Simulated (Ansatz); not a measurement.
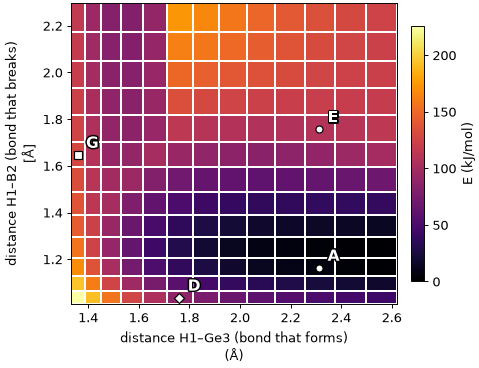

The reacting system BGeH6 (fragments BGeH₆ where the first distance is long, GeH₄ + BH₂ where the second is long), spin multiplicity 2. 
- First axis: distance H1–Ge3 (bond that forms). Second axis: distance H1–B2 (bond that breaks).
- Relaxed at each point: all other coordinates.
- Grid: 13 × 13 points.
- Points are written as (first, second).
- All energies are given in kJ/mol relative to the lowest grid point.
- Energies and slopes of some neighbouring points disagree (a jump in structure or state, or too coarse a mesh).
- These are results of UHF/def2-SVP in Ansatz 0.2.0, not measurements.

The picture shows one coloured cell a grid point, lettered points.

Question: Rank the lettered points by energy, lowest first.

Answer: A (6 kJ/mol), D (88 kJ/mol), E (109 kJ/mol), G (130 kJ/mol).
